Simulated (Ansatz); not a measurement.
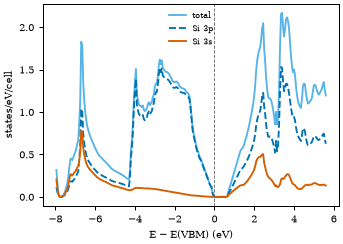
Total and projected density of states of Si (diamond, Fd-3m), PBE in the plane-wave PAW code Ansatz

### Question
Which orbitals carry the states next to the gap?

### Answer
Top 1 eV of the valence band: Si 3p 96 %. Bottom 1 eV of the conduction band: Si 3p 58 %, Si 3s 26 %, outside the projected shells 16 %. Projections are on Löwdin-orthogonalised atomic valence shells; empty p or d shells of many metals are not among them.

### Question
Where is the tallest occupied peak in this window, and what makes it?

### Answer
Near -6.7 eV, about 1.8 states/eV per cell; the largest projected share is Si 3p.

Symmetry was held in the PBE relaxation.

Potentials: the earlier of the program's two PAW sets.
